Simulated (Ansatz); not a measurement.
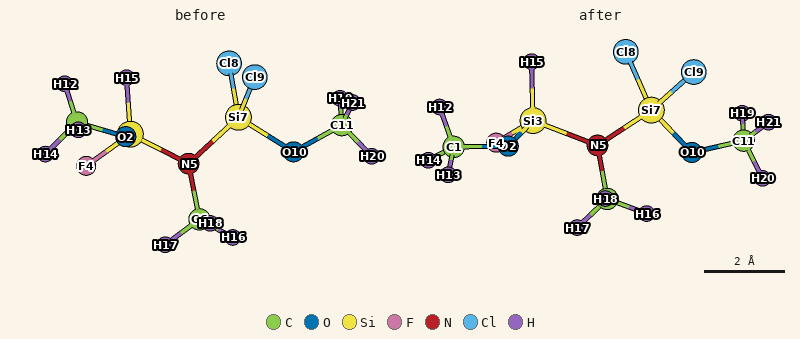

The structure of C3H10Cl2FNO2Si2 (coarse preliminary run) before (left) and after (right) a relaxation, at one scale.

Style: ball-and-stick. Shown at a tilt.

The start comes from a force field.

The calculation used RKS PBE-D4/def2-SVP (Ansatz).

The input:
```yaml
crystal:
  periodic: [false, false, false]
  atoms:
    - {symbol: C, position_ang: [-0.992200, 0.544200, -3.522000]}
    - {symbol: O, position_ang: [-0.632800, 0.630600, -2.179100]}
    - {symbol: Si, position_ang: [-0.963400, -0.688700, -1.242100]}
    - {symbol: F, position_ang: [-2.406000, -1.047000, -1.392100]}
    - {symbol: N, position_ang: [-0.695800, -0.214900, 0.359400]}
    - {symbol: C, position_ang: [-1.440200, 0.929700, 0.945000]}
    - {symbol: Si, position_ang: [0.912000, -0.583200, 0.838100]}
    - {symbol: Cl, position_ang: [1.349800, -2.567600, 0.882200]}
    - {symbol: Cl, position_ang: [2.370300, 0.341800, -0.196800]}
    - {symbol: O, position_ang: [1.046200, -0.038400, 2.419800]}
    - {symbol: C, position_ang: [2.242300, -0.231300, 3.131900]}
    - {symbol: H, position_ang: [-0.527300, -0.218000, -4.058300]}
    - {symbol: H, position_ang: [-0.798000, 1.558000, -4.024100]}
    - {symbol: H, position_ang: [-2.155200, 0.506400, -3.599800]}
    - {symbol: H, position_ang: [-0.116200, -1.856200, -1.665800]}
    - {symbol: H, position_ang: [-1.405500, 0.937200, 2.061500]}
    - {symbol: H, position_ang: [-2.492200, 0.900200, 0.677400]}
    - {symbol: H, position_ang: [-1.057100, 1.898500, 0.622200]}
    - {symbol: H, position_ang: [2.468800, -1.303600, 3.276500]}
    - {symbol: H, position_ang: [2.093100, 0.249200, 4.110200]}
    - {symbol: H, position_ang: [3.074900, 0.263900, 2.602700]}
basis:
  gaussian: {orbitals: def2-SVP}
hamiltonian: {xc: pbe, dispersion: d4}
relax: {f_tol: 0.03, max_steps: 200}
```

Describe what moved and what it gained.

After 24 accepted moves (27 points after the start) the energy has fallen by 1.077 eV. Largest force component: 6.5 eV/Å at the start, 0.013 eV/Å at the end. The line search rejected the trial steps at points 3, 11, 18 of the run. The forces were under the threshold at step 7, but the run went on from there. The largest move after the best rigid fit is that of H13, 1.46 Å. Largest moves by element: H 1.46 Å, Cl 1.00 Å, C 0.89 Å, F 0.76 Å, N 0.74 Å, O 0.50 Å. Some distances before and after: Si3–F4 1.494 → 1.641 Å, C1–H12 1.041 → 1.114 Å, Si7–Cl9 2.013 → 2.080 Å, C1–H14 1.166 → 1.112 Å. Among the angles between lasting bonds that change: Si3–N5–Si7 110.6° → 124.4°, H13–C1–H14 99.7° → 108.3°, C1–O2–Si3 116.5° → 125.1°. Groups turn about Si3–N5 by about 35°.
